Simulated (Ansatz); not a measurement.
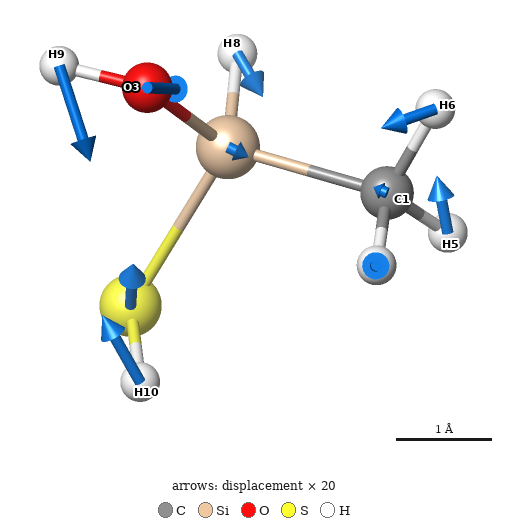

This is a relaxation of CH₆OSSi. The starting structure is drawn; blue arrows show the displacements, magnified 20 times. The two geometries are superimposed by the best rigid fit.

A ball-and-stick model, seen at a tilt.

The start comes from PBE-D4/def2-SVP.

The calculation used RKS PBE0-D4/def2-TZVP in Ansatz. Settings: force threshold 0.005 eV/Å; at most 150 steps.

### Describe the change and its energy.

After 7 geometry steps the energy has fallen by 1.32 kcal/mol. The largest force component goes from 0.82 to 0.0016 eV/Å. The atom that moves furthest after the best rigid fit is an H atom (0.053 Å). Largest moves by element: H 0.053 Å, O 0.047 Å, S 0.034 Å, Si 0.012 Å, C 0.008 Å. Among the contacts that change: O–Si 1.682 → 1.646 Å, S–Si 2.168 → 2.141 Å, C–Si 1.871 → 1.852 Å, H–S 1.364 → 1.344 Å. Among the angles between lasting bonds that change: Si–O–H 114.6° → 116.8°.
